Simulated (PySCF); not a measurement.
# InSiH5 (SMILES [SiH3][InH2]), step by step

Aim: the energy (HF/def2-TZVP), then a single-point energy (MP2/def2-TZVP) of InSiH5. The job is set up through a Python script.

The results are computed with PySCF 2.14.0.

### 1 Starting point

The species is InSiH5 (7 atoms), meant as a singlet with charge 0. SMILES: `[SiH3][InH2]`. The coordinates come from a PBE0-D4/def2-TZVP relaxation.

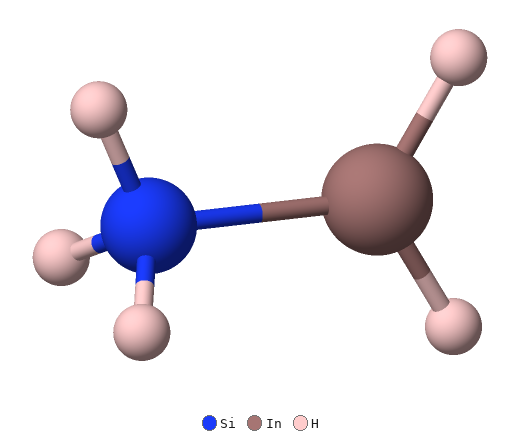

The structure, seen from a chosen angle (silicon blue, indium brown, hydrogen pink).

### 2 The energy at HF/def2-TZVP (density fitting, core potential) (run 4)

Input file run.py:

```python
from pyscf import gto
from pyscf import df

mol = gto.M(
    atom=[
    ('Si', (-0.667100, -0.641500, -0.642100)),
    ('In', (0.830800, 0.837600, 0.840500)),
    ('H', (-2.119900, -0.371100, -0.463600)),
    ('H', (-0.432000, -2.083300, -0.345900)),
    ('H', (-0.338000, -0.425500, -2.080000)),
    ('H', (0.179100, 2.062100, 1.872000)),
    ('H', (2.547100, 0.621800, 0.819100)),
],
    verbose=3,
    ecp={'In': 'def2-svp'},
    charge=0,
    basis='def2-tzvp',
    max_memory=1860,
)

mf = mol.RHF()
mf = mf.density_fit(auxbasis=df.aug_etb(mol, beta=2.0))
mf.kernel()

e_final = mf.e_tot
print('E(%s) = %.9f' % ('HF', e_final))
```

Started as:

```bash
$ OMP_NUM_THREADS=1 python run.py
```

Standard output:

```text
converged SCF energy = -481.031661198469
E(HF) = -481.031661198
```

Wall time 2 s (1 thread of Intel Xeon at 2.70GHz, shared host); peak memory 0.21 GiB.

### 3 The energy at MP2/def2-TZVP (density fitting with def2-universal-jkfit, core potential) (run 6)

Input file geometry.xyz:

```xyz
7
H5InSi
Si    -0.667100    -0.641500    -0.642100
In     0.830800     0.837600     0.840500
H     -2.119900    -0.371100    -0.463600
H     -0.432000    -2.083300    -0.345900
H     -0.338000    -0.425500    -2.080000
H      0.179100     2.062100     1.872000
H      2.547100     0.621800     0.819100
```

Input file job.py:

```python
# [SiH3][InH2]
from pyscf import gto, mp

mol = gto.M(
    atom='geometry.xyz',
    verbose=3,
    spin=0,
    ecp={'In': 'def2-svp'},
    basis='def2-tzvp',
    max_memory=1860,
)

calc0 = mol.RHF()
calc0 = calc0.density_fit(auxbasis='def2-universal-jkfit')
calc0.kernel()

pt = mp.MP2(calc0, frozen=9).run()
etot = pt.e_tot
print('E = %.10f Eh' % etot)
```

Started as:

```bash
$ OMP_NUM_THREADS=1 python job.py
```

Standard output:

```text
converged SCF energy = -481.031620151642
E(DFRMP2) = -481.440513486955  E_corr = -0.408893335313222
E(SCS-DFRMP2) = -481.428217241134  E_corr = -0.396597089492392
E = -481.4405134870 Eh
```

Wall time 1.8 s (1 thread of Intel Xeon at 2.70GHz, shared host); peak memory 0.17 GiB.

### 4 Summary of results

| quantity | value |
| --- | --- |
| run 4, HF/def2-TZVP: total energy | -481.03166 Eh |
| run 4, HF/def2-TZVP: dipole moment | 0.09 D |
| run 4, HF/def2-TZVP: HOMO energy | -9.69 eV |
| run 4, HF/def2-TZVP: LUMO energy | 0.32 eV |
| run 4, HF/def2-TZVP: HOMO–LUMO gap | 10.01 eV |
| run 6, MP2/def2-TZVP: total energy | -481.44051 Eh |
| run 6, MP2/def2-TZVP: dipole moment (Hartree–Fock density) | 0.09 D |
| run 6, MP2/def2-TZVP: HOMO energy (Hartree–Fock orbitals) | -9.69 eV |
| run 6, MP2/def2-TZVP: LUMO energy (Hartree–Fock orbitals) | 0.32 eV |
| run 6, MP2/def2-TZVP: HOMO–LUMO gap (Hartree–Fock orbitals) | 10.01 eV |
| run 6, MP2/def2-TZVP: correlation energy (9 core orbitals frozen) | -408.9 mEh |

In words: Mulliken charges (run 4, HF/def2-TZVP) run from -0.13 on H6 to +0.45 on In2; they depend strongly on the basis.
